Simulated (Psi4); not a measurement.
# PH3S (SMILES [PH3]=S) at M06-2X/6-31G(d) (spherical functions, sweep point 4)

What is the energy change on altering one bond length of PH3S at M06-2X/6-31G* (spherical functions, sweep point 4)? 

The results are computed with Psi4 1.11.

### Step 1. The molecule

PH3S: 5 atoms, total charge 0, spin state singlet. As SMILES, `[PH3]=S`. The shape is that of a GFN2-xTB optimisation.

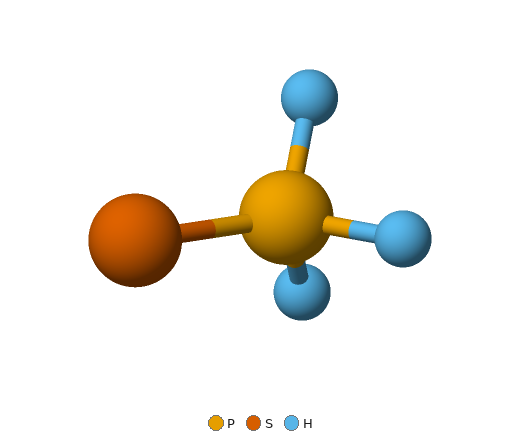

Viewed from a chosen angle; phosphorus amber, sulfur orange, hydrogen blue.

### Step 2. A single-point energy at M06-2X/6-31G(d) (spherical functions, sweep point 4)

The input, calc.dat:

```
memory 1600 mb

molecule geom {
  P      0.007920    -0.006600     0.007660
  S      1.261690    -0.941140     1.111260
  H     -1.166840     0.461930     0.594540
  H     -0.532470    -0.676580    -1.089190
  H      0.429710     1.162380    -0.624270
  symmetry c1
}

set {
  basis 6-31G*
  puream true
  scf_type pk
  dft_radial_points 99
  dft_spherical_points 590
}

result, w = energy("m06-2x", return_wfn=True)
```

Launch:

```bash
psi4 -i calc.dat -o calc.out -n 1
```

calc.out:

```text
[...]
  Running in c1 symmetry.
[...]
  Nuclear repulsion =   93.089271308523081
[...]
  Multiplicity = 1
[...]
  Nalpha       = 17
  Nbeta        = 17
[...]
    Number of basis functions: 42
[...]
   @RKS iter   1:  -741.16772683093154    3.34384e-02   6.69219e-03 DIIS/ADIIS
[...]
   @RKS iter   7:  -741.23386751468695   -3.71575e-08   9.35191e-07 DIIS
[...]
    Orbital Energies [Eh]
    ---------------------
    Doubly Occupied:
       1A    -89.856875     2A    -78.106915     3A     -8.222998
       4A     -6.930768     5A     -6.142491     6A     -6.135801
       7A     -6.135801     8A     -5.043810     9A     -5.043808
      10A     -5.043475    11A     -0.860430    12A     -0.702790
      13A     -0.514722    14A     -0.514463    15A     -0.430963
      16A     -0.293382    17A     -0.293348
[...]
  @RKS Final Energy:  -741.23386751468695
   => Energetics <=
    Nuclear Repulsion Energy =             93.0892713085230810
    One-Electron Energy =               -1208.8989912831311813
    Two-Electron Energy =                 398.3043250921937215
    DFT Exchange-Correlation Energy =     -23.7284726322726662
    Empirical Dispersion Energy =           0.0000000000000000
    VV10 Nonlocal Energy =                  0.0000000000000000
    Total Energy =                       -741.2338675146869491
[...]
 Multipole Moments:
 ------------------------------------------------------------------------------------
     Multipole            Electronic (a.u.)      Nuclear  (a.u.)        Total (a.u.)
 ------------------------------------------------------------------------------------
 L = 1.  Multiply by 2.5417464519 to convert [e a0] to [Debye]
 Dipole X            :          1.2726944           -2.3073834           -1.0346889
 Dipole Y            :         -0.9523009            1.7230471            0.7707462
 Dipole Z            :          1.1237628           -2.0341520           -0.9103891
 Magnitude           :                                                    1.5790628
[...]
```

Run time: 6.9 s. Hardware: 1 thread of Intel Xeon Platinum 8488C (Sapphire Rapids), shared host; peak memory 0.98 GiB.

### Step 3. The distorted shape

The input, h3ps.inp:

```
memory 1600 MB

molecule geom {
  0 1
  P      0.278116     0.328391     0.556087
  S      1.531886    -0.606149     1.659687
  H     -0.896644     0.796921     1.142967
  H     -0.532470    -0.676580    -1.089190
  H      0.699906     1.497371    -0.075843
  symmetry c1
}

set basis 6-31G*
set reference rks
set puream true
set scf_type pk
set dft_radial_points 99
set dft_spherical_points 590

energy_value = energy('m06-2x')
print_variables()
```

Launch:

```bash
psi4 -n 1 h3ps.inp h3ps.out
```

h3ps.out:

```text
[...]
  Running in c1 symmetry.
[...]
  Nuclear repulsion =   90.579658817520325
[...]
  Multiplicity = 1
[...]
  Nalpha       = 17
  Nbeta        = 17
[...]
    Number of basis functions: 42
[...]
   @RKS iter   1:  -741.07845105794911   -9.30003e-02   7.13132e-03 ADIIS/DIIS
[...]
   @RKS iter   9:  -741.16376121084522   -8.23854e-09   2.08083e-07 DIIS
[...]
    Orbital Energies [Eh]
    ---------------------
    Doubly Occupied:
       1A    -89.879122     2A    -78.128816     3A     -8.244609
       4A     -6.947053     5A     -6.163704     6A     -6.158115
       7A     -6.156950     8A     -5.060500     9A     -5.059773
      10A     -5.059623    11A     -0.861036    12A     -0.694072
      13A     -0.518833    14A     -0.453698    15A     -0.413903
      16A     -0.307734    17A     -0.294478
[...]
  @RKS Final Energy:  -741.16376121084522
   => Energetics <=
    Nuclear Repulsion Energy =             90.5796588175203254
    One-Electron Energy =               -1203.5260721473473495
    Two-Electron Energy =                 395.4519836256029635
    DFT Exchange-Correlation Energy =     -23.6693315066211412
    Empirical Dispersion Energy =           0.0000000000000000
    VV10 Nonlocal Energy =                  0.0000000000000000
    Total Energy =                       -741.1637612108452231
[...]
 Multipole Moments:
 ------------------------------------------------------------------------------------
     Multipole            Electronic (a.u.)      Nuclear  (a.u.)        Total (a.u.)
 ------------------------------------------------------------------------------------
 L = 1.  Multiply by 2.5417464519 to convert [e a0] to [Debye]
 Dipole X            :          1.8172433           -2.5527637           -0.7355204
 Dipole Y            :         -0.5500778            1.4188228            0.8687450
 Dipole Z            :          2.0700709           -2.5322096           -0.4621387
 Magnitude           :                                                    1.2285277
[...]
```

It took 7.8 s on 1 thread of Intel Xeon Platinum 8488C (Sapphire Rapids), shared host; peak memory 0.98 GiB.

### Step 4. Results

Level: M06-2X/6-31G* (spherical functions, sweep point 4).

```
                                                         quantity          value
                                        first shape: total energy  -741.23387 Eh
                                       first shape: dipole moment         4.01 D
                                         first shape: HOMO energy       -7.98 eV
                                         first shape: LUMO energy        1.14 eV
                                       first shape: HOMO–LUMO gap        9.12 eV
                                    distorted shape: total energy  -741.16376 Eh
                                   distorted shape: dipole moment         3.12 D
                                     distorted shape: HOMO energy       -8.01 eV
                                     distorted shape: LUMO energy       -1.53 eV
                                   distorted shape: HOMO–LUMO gap        6.48 eV
energy change with the P1–H4 bond stretched from 1.394 to 2.091 Å       1.908 eV
```

In words: With the P1–H4 bond stretched from 1.394 to 2.091 Å the energy rises by 1.91 eV (44 kcal/mol). The first shape isn't relaxed at this level, so the change isn't measured from a minimum.
